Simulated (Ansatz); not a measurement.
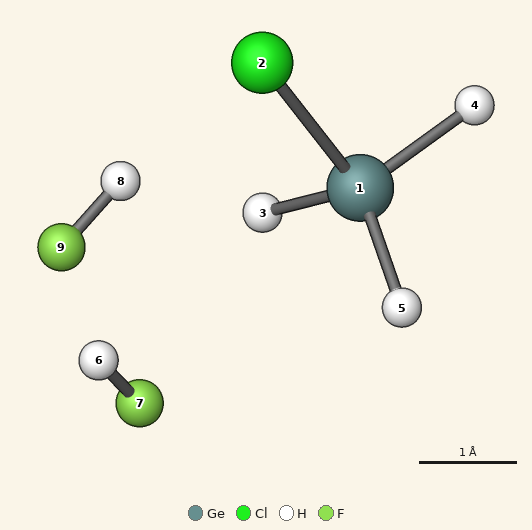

The input geometry (ball-and-stick view, seen at a tilt; atoms are numbered from 1 in the order of the input). Sticks mark near contacts.

Molecular dynamics of GeH5ClF2 (part 1 of 2)

System: GeH5ClF2.
Method: RKS PBE0-D4/def2-SVP (Ansatz 0.2.0).

Some settings of this run were made unusual or wrong on purpose. Figures and captions count atoms from 1; the log counts them from 0 in places.

**Input file**
```yaml
crystal:
  periodic: [false, false, false]
  atoms:
    - {symbol: Ge, position_ang: [-0.896429, -1.230985, -0.043014]}
    - {symbol: Cl, position_ang: [0.235890, -0.619818, 1.739742]}
    - {symbol: H, position_ang: [0.143329, -1.580469, -1.101273]}
    - {symbol: H, position_ang: [-1.681310, -2.451429, 0.446704]}
    - {symbol: H, position_ang: [-1.795691, -0.050242, -0.391028]}
    - {symbol: H, position_ang: [0.915130, 1.643040, -0.872854]}
    - {symbol: F, position_ang: [0.485437, 1.256618, -1.609911]}
    - {symbol: H, position_ang: [1.129821, 1.135757, 1.139265]}
    - {symbol: F, position_ang: [1.463822, 1.897527, 0.692370]}
basis:
  gaussian: {orbitals: def2-SVP}
hamiltonian: {xc: pbe0, dispersion: d4}
md: {n_steps: 25, timestep: 0.5, temperature: 8000, ensemble: nvt_nose_hoover, seed: 456, initial_velocities: maxwell_boltzmann}
```

Hardware: 8 threads of Arm Neoverse V2, 23 GiB of memory available, shared host.

Launched with:
```bash
ansatz run in.yaml --threads 8 --pin off --events-out ev --progress --plain --max-ram 19148MiB
```

**Log**
```
Functional definition: PBE0
  name "PBE0"
  cite "Adamo & Barone, J. Chem. Phys. 110, 6158 (1999) doi:10.1063/1.478522"
  cite "Perdew, Burke & Ernzerhof, Phys. Rev. Lett. 77, 3865 (1996) doi:10.1103/PhysRevLett.77.3865"
  parent pbe
  parameter a = 0.25
  parameter kappa = 0.804
  parameter beta = 0.06672455060314922
  exchange = (1 - a)*pbe_x(kappa = kappa, mu = beta*pi^2/3) + a*exact_x
  correlation = pbe_c(beta = beta)
1070 factors; integrals over basis functions are off by at most 4.5e-4 eV
mean field evaluation 1: about -74523.1310 eV, gradient 4.0e1 eV
mean field evaluation 2: about -74522.2487 eV, gradient 4.9e1 eV
mean field evaluation 4: about -74525.4410 eV, gradient 6.2e-1 eV
mean field evaluation 8: about -74525.4534 eV, gradient 4.9e-3 eV
mean field -74525.45342600 eV, -2738.7598982389 hartree, gradient 2.2e-5 eV, S^2 0.000000; 0 other end points of the search recorded, 0 dependent functions left out
the calculation of the forces begins
reference -74525.45344978 eV, -2738.7598991127 hartree; 36, 36 occupied and 67, 67 virtual orbitals, 1070 factors
md step     0: t =     0.00 fs  T =  8000.0 K  F+E_penalty+E_count = -74525.57402258 eV  E_kin = 7.238560 eV  conserved = -74518.33546264 eV  (24 SCF iters)
these checks for a lower state are left out or cut short: starts, cluster_reference, orbital_swaps, neighbouring_geometries, increment
1070 factors; integrals over basis functions are off by at most 6.1e-4 eV
mean field evaluation 16: about -74525.2862 eV, gradient 7.7e-2 eV
mean field -74525.29854874 eV, -2738.7542066047 hartree, gradient 8.3e-6 eV, S^2 0.000000; 0 other end points of the search recorded, 0 dependent functions left out
the calculation of the forces begins
reference -74525.29857273 eV, -2738.7542074860 hartree; 36, 36 occupied and 67, 67 virtual orbitals, 1070 factors
md step     1: t =     0.50 fs  T =  7834.8 K  F+E_penalty+E_count = -74525.41911223 eV  E_kin = 7.089057 eV  conserved = -74518.33005617 eV  (28 SCF iters, 3 dispersion substeps)
[... from here on the SCF iterations and repeated set-up lines of each step are left out, up to the last step ...]
md step     2: t =     1.00 fs  T =  7404.7 K  F+E_penalty+E_count = -74525.02191434 eV  E_kin = 6.699954 eV  conserved = -74518.32197036 eV  (28 SCF iters, 3 dispersion substeps)
md step     3: t =     1.50 fs  T =  6838.2 K  F+E_penalty+E_count = -74524.50069756 eV  E_kin = 6.187330 eV  conserved = -74518.31341103 eV  (28 SCF iters, 3 dispersion substeps)
md step     4: t =     2.00 fs  T =  6272.9 K  F+E_penalty+E_count = -74523.98209385 eV  E_kin = 5.675841 eV  conserved = -74518.30636944 eV  (28 SCF iters, 3 dispersion substeps)
md step     5: t =     2.50 fs  T =  5819.9 K  F+E_penalty+E_count = -74523.56924824 eV  E_kin = 5.265979 eV  conserved = -74518.30351236 eV  (30 SCF iters, 3 dispersion substeps)
md step     6: t =     3.00 fs  T =  5526.7 K  F+E_penalty+E_count = -74523.30567497 eV  E_kin = 5.000685 eV  conserved = -74518.30542057 eV  (29 SCF iters, 3 dispersion substeps)
md step     7: t =     3.50 fs  T =  5370.3 K  F+E_penalty+E_count = -74523.16789646 eV  E_kin = 4.859170 eV  conserved = -74518.30941306 eV  (30 SCF iters, 3 dispersion substeps)
md step     8: t =     4.00 fs  T =  5293.2 K  F+E_penalty+E_count = -74523.10071389 eV  E_kin = 4.789429 eV  conserved = -74518.31230196 eV  (29 SCF iters, 3 dispersion substeps)
md step     9: t =     4.50 fs  T =  5249.0 K  F+E_penalty+E_count = -74523.06093460 eV  E_kin = 4.749355 eV  conserved = -74518.31300305 eV  (29 SCF iters, 3 dispersion substeps)
md step    10: t =     5.00 fs  T =  5220.0 K  F+E_penalty+E_count = -74523.03391976 eV  E_kin = 4.723187 eV  conserved = -74518.31264200 eV  (30 SCF iters, 3 dispersion substeps)
md step    11: t =     5.50 fs  T =  5203.7 K  F+E_penalty+E_count = -74523.01932566 eV  E_kin = 4.708381 eV  conserved = -74518.31341887 eV  (29 SCF iters, 3 dispersion substeps)
md step    12: t =     6.00 fs  T =  5178.8 K  F+E_penalty+E_count = -74523.00065476 eV  E_kin = 4.685892 eV  conserved = -74518.31788264 eV  (29 SCF iters, 3 dispersion substeps)
md step    13: t =     6.50 fs  T =  5069.6 K  F+E_penalty+E_count = -74522.91105204 eV  E_kin = 4.587104 eV  conserved = -74518.32778767 eV  (28 SCF iters, 3 dispersion substeps)
md step    14: t =     7.00 fs  T =  4735.5 K  F+E_penalty+E_count = -74522.61871698 eV  E_kin = 4.284808 eV  conserved = -74518.33851846 eV  (28 SCF iters, 3 dispersion substeps)
md step    15: t =     7.50 fs  T =  4084.2 K  F+E_penalty+E_count = -74522.01896062 eV  E_kin = 3.695423 eV  conserved = -74518.32892049 eV  (29 SCF iters, 3 dispersion substeps)
md step    16: t =     8.00 fs  T =  3363.6 K  F+E_penalty+E_count = -74521.32660835 eV  E_kin = 3.043441 eV  conserved = -74518.28928642 eV  (27 SCF iters, 3 dispersion substeps)
md step    17: t =     8.50 fs  T =  3111.3 K  F+E_penalty+E_count = -74521.09429905 eV  E_kin = 2.815143 eV  conserved = -74518.28599957 eV  (29 SCF iters, 3 dispersion substeps)
md step    18: t =     9.00 fs  T =  3364.2 K  F+E_penalty+E_count = -74521.36224712 eV  E_kin = 3.044000 eV  conserved = -74518.32590691 eV  (30 SCF iters, 3 dispersion substeps)
md step    19: t =     9.50 fs  T =  3594.5 K  F+E_penalty+E_count = -74521.58213622 eV  E_kin = 3.252365 eV  conserved = -74518.33839869 eV  (29 SCF iters, 3 dispersion substeps)
md step    20: t =    10.00 fs  T =  3517.0 K  F+E_penalty+E_count = -74521.49983840 eV  E_kin = 3.182248 eV  conserved = -74518.32729560 eV  (30 SCF iters, 3 dispersion substeps)
md step    21: t =    10.50 fs  T =  3222.1 K  F+E_penalty+E_count = -74521.21999496 eV  E_kin = 2.915436 eV  conserved = -74518.31537036 eV  (30 SCF iters, 3 dispersion substeps)
md step    22: t =    11.00 fs  T =  2878.4 K  F+E_penalty+E_count = -74520.90123042 eV  E_kin = 2.604465 eV  conserved = -74518.30866254 eV  (30 SCF iters, 3 dispersion substeps)
md step    23: t =    11.50 fs  T =  2596.0 K  F+E_penalty+E_count = -74520.64179083 eV  E_kin = 2.348895 eV  conserved = -74518.30584580 eV  (30 SCF iters, 3 dispersion substeps)
md step    24: t =    12.00 fs  T =  2425.7 K  F+E_penalty+E_count = -74520.48567912 eV  E_kin = 2.194818 eV  conserved = -74518.30485445 eV  (30 SCF iters, 3 dispersion substeps)
these checks for a lower state are left out or cut short: starts, cluster_reference, orbital_swaps, neighbouring_geometries, increment
1072 factors; integrals over basis functions are off by at most 6.3e-4 eV
mean field -74520.31371477 eV, -2738.5710173350 hartree, gradient 1.2e-5 eV, S^2 0.000000; 0 other end points of the search recorded, 0 dependent functions left out
the calculation of the forces begins
reference -74520.31374084 eV, -2738.5710182931 hartree; 36, 36 occupied and 67, 67 virtual orbitals, 1072 factors
1072 factors; integrals over basis functions are off by at most 6.3e-4 eV
mean field -74520.31371477 eV, -2738.5710173350 hartree, gradient 1.2e-5 eV, S^2 0.000000; 1 other end points of the search recorded, 0 dependent functions left out
the calculation of the forces begins
reference -74520.31374084 eV, -2738.5710182931 hartree; 36, 36 occupied and 67, 67 virtual orbitals, 1072 factors
md step    25: t =    12.50 fs  T =  2387.3 K  F+E_penalty+E_count = -74520.44948750 eV  E_kin = 2.160117 eV  conserved = -74518.30444161 eV  (28 SCF iters, 3 dispersion substeps)
```

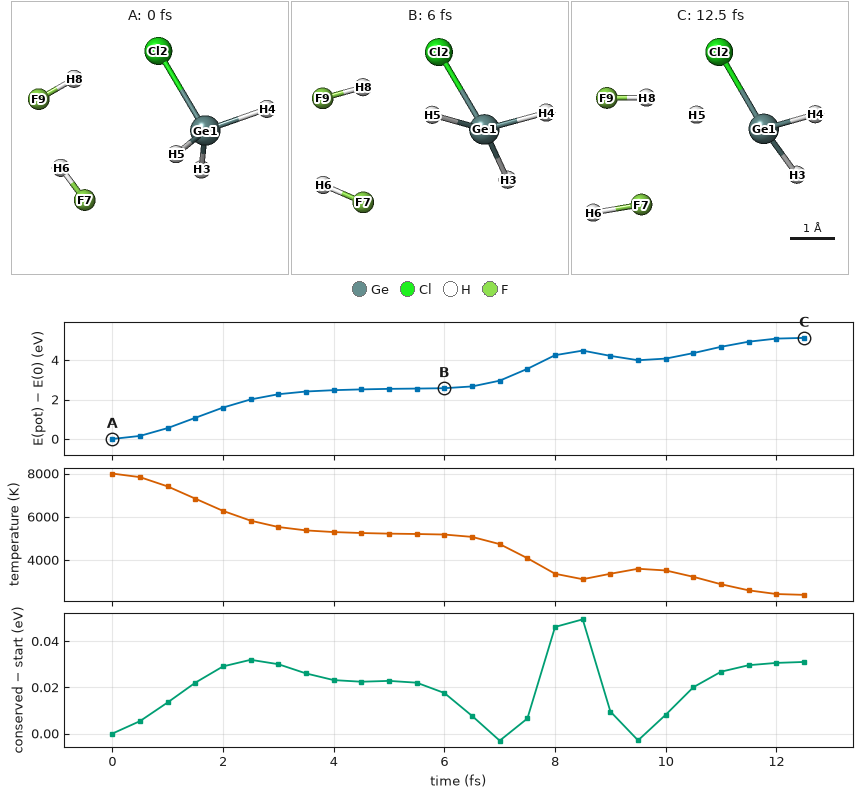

Frames of the molecular dynamics (ball-and-stick, seen at a tilt) above the curves, on which the letters mark them. The trajectory kept here has 26 frames over 12.5 fs. The temperature starts at 8000 K, ranges from 2387 to 8000 K and averages 3411 K over the second half. The potential energy ends 5.125 eV above its first value. The conserved quantity stays within 0.053 eV. After an unweighted best fit of the last frame on the first, the root-mean-square displacement is 0.61 Å, and H6 has moved furthest (1.05 Å).

```
Total energy: -74520.44951357 eV, -2738.5760078490 hartree
Atom 0 at    -0.782789    -1.249923    -0.022564 Å, force    -3.988667     3.198659    -0.417093 eV/Å
Atom 1 at     0.061705    -0.568095     1.742396 Å, force     2.856131    -1.324318     3.400344 eV/Å
Atom 2 at    -0.545571    -2.156048    -1.192480 Å, force     1.515613    -0.032917    -0.680637 eV/Å
Atom 3 at    -2.051607    -1.996865     0.383154 Å, force    -0.301104    -0.091338     0.529136 eV/Å
Atom 4 at    -1.234314     0.646714     0.512644 Å, force    -0.440345    -2.167453    -2.771820 eV/Å
Atom 5 at     1.043975     2.329637    -1.860923 Å, force    -3.990453    -5.107861     1.263086 eV/Å
Atom 6 at     0.318056     1.423529    -1.674201 Å, force     3.961760     4.923180    -1.218079 eV/Å
Atom 7 at     1.035131     0.879348     0.704341 Å, force     0.085547     0.255591     0.052770 eV/Å
Atom 8 at     1.546382     1.653121     0.709292 Å, force     0.301518     0.346456    -0.157706 eV/Å
Dipole moment:     0.067276    -0.285874    -0.420472 e Å
```

**Trajectory as extended XYZ (Å, eV, eV/Å), 26 frames, from step=0 to step=25**
```
9
Properties=species:S:1:pos:R:3:forces:R:3 step=0 time_fs=0.0 energy=-74525.57402 temperature=8000.0
Ge   -0.8964   -1.2310   -0.0430   -0.0037   0.0552  -0.1318
Cl    0.2359   -0.6198    1.7397    0.0705   0.0173   0.1480
H     0.1433   -1.5805   -1.1013    0.0139  -0.0124  -0.0320
H    -1.6813   -2.4514    0.4467   -0.0238  -0.0299  -0.0003
H    -1.7957   -0.0502   -0.3910   -0.0269   0.0208  -0.0190
H     0.9151    1.6430   -0.8729    0.0154  -0.0140   0.0952
F     0.4854    1.2566   -1.6099   -0.0303  -0.0585   0.0554
H     1.1298    1.1358    1.1393    0.0352   0.0764  -0.0601
F     1.4638    1.8975    0.6924   -0.0503  -0.0549  -0.0555
9
Properties=species:S:1:pos:R:3:forces:R:3 step=1 time_fs=0.5 energy=-74525.41911 temperature=7834.8
Ge   -0.8917   -1.2309   -0.0417    0.6661  -1.1781  -0.0035
Cl    0.2274   -0.6172    1.7383    0.2385  -0.0367   0.2575
H     0.1164   -1.6290   -1.1302   -0.0835   0.1023   0.1488
H    -1.7064   -2.4454    0.4427    0.0684   0.0755  -0.0234
H    -1.7239   -0.0639   -0.3054   -0.8507   1.1056  -0.4285
H     0.9613    1.7181   -0.8709   -1.2936  -1.3181  -1.7340
F     0.4767    1.2612   -1.6151    1.2506   1.1704   1.9646
H     1.1268    1.1266    1.1205   -0.1499  -0.3123   0.1299
F     1.4668    1.8872    0.6935    0.1542   0.3915  -0.3114
9
Properties=species:S:1:pos:R:3:forces:R:3 step=2 time_fs=1.0 energy=-74525.02191 temperature=7404.7
Ge   -0.8869   -1.2308   -0.0405    1.3831  -2.6542   0.0014
Cl    0.2190   -0.6146    1.7369    0.4278  -0.0978   0.3988
H     0.0892   -1.6774   -1.1589   -0.1867   0.2400   0.3440
H    -1.7314   -2.4391    0.4386    0.1594   0.1781  -0.0468
H    -1.6542   -0.0749   -0.2208   -1.7385   2.4164  -0.7594
H     1.0043    1.7901   -0.8730   -2.1741  -2.2924  -2.6097
F     0.4681    1.2660   -1.6201    2.1024   2.0640   2.9238
H     1.1235    1.1167    1.1021   -0.3236  -0.6582   0.2757
F     1.4699    1.8768    0.6946    0.3501   0.8041  -0.5279
9
Properties=species:S:1:pos:R:3:forces:R:3 step=3 time_fs=1.5 energy=-74524.50070 temperature=6838.2
Ge   -0.8821   -1.2309   -0.0392    1.9770  -4.1641  -0.1769
Cl    0.2106   -0.6120    1.7355    0.6396  -0.1663   0.5755
H     0.0616   -1.7251   -1.1867   -0.2816   0.3958   0.5408
H    -1.7560   -2.4325    0.4344    0.2455   0.2753  -0.0683
H    -1.5887   -0.0801   -0.1381   -2.5331   3.7500  -0.9437
H     1.0421    1.8565   -0.8814   -2.7281  -2.9732  -2.9225
F     0.4598    1.2710   -1.6248    2.6294   2.6662   3.3115
H     1.1193    1.1052    1.0843   -0.4518  -0.8940   0.3526
F     1.4730    1.8666    0.6957    0.5031   1.1102  -0.6691
9
Properties=species:S:1:pos:R:3:forces:R:3 step=4 time_fs=2.0 energy=-74523.98209 temperature=6272.9
Ge   -0.8772   -1.2310   -0.0379    2.2489  -5.3680  -0.5433
Cl    0.2022   -0.6094    1.7341    0.8738  -0.2416   0.7888
H     0.0333   -1.7719   -1.2132   -0.3568   0.5627   0.7280
H    -1.7800   -2.4252    0.4301    0.3239   0.3651  -0.0852
H    -1.5292   -0.0764   -0.0576   -3.0448   4.7740  -0.9686
H     1.0735    1.9159   -0.8968   -3.0719  -3.4420  -2.9518
F     0.4518    1.2764   -1.6290    2.9500   3.0667   3.3980
H     1.1141    1.0916    1.0674   -0.5056  -0.9681   0.3495
F     1.4761    1.8565    0.6967    0.5825   1.2514  -0.7154
9
Properties=species:S:1:pos:R:3:forces:R:3 step=5 time_fs=2.5 energy=-74523.56925 temperature=5819.9
Ge   -0.8723   -1.2314   -0.0367    2.0722  -5.9269  -1.0096
Cl    0.1939   -0.6069    1.7329    1.1282  -0.3237   1.0369
H     0.0042   -1.8174   -1.2379   -0.4039   0.7322   0.8962
H    -1.8032   -2.4170    0.4255    0.3928   0.4456  -0.0949
H    -1.4769   -0.0612    0.0206   -3.1520   5.1590  -0.9132
H     1.0974    1.9670   -0.9193   -3.2896  -3.7685  -2.8579
F     0.4442    1.2821   -1.6327    3.1509   3.3413   3.3385
H     1.1077    1.0756    1.0513   -0.4703  -0.8619   0.2735
F     1.4793    1.8466    0.6975    0.5717   1.2030  -0.6693
9
Properties=species:S:1:pos:R:3:forces:R:3 step=6 time_fs=3.0 energy=-74523.30567 temperature=5526.7
Ge   -0.8672   -1.2319   -0.0355    1.4795  -5.7001  -1.4287
Cl    0.1857   -0.6043    1.7316    1.3980  -0.4133   1.3132
H    -0.0259   -1.8611   -1.2605   -0.4182   0.8951   1.0389
H    -1.8255   -2.4077    0.4207    0.4514   0.5152  -0.0955
H    -1.4323   -0.0337    0.0966   -2.8864   4.7760  -0.9139
H     1.1135    2.0090   -0.9485   -3.4356  -4.0020  -2.7238
F     0.4370    1.2883   -1.6361    3.2878   3.5432   3.2147
H     1.1002    1.0576    1.0358   -0.3503  -0.5958   0.1480
F     1.4826    1.8368    0.6983    0.4738   0.9817  -0.5529
```
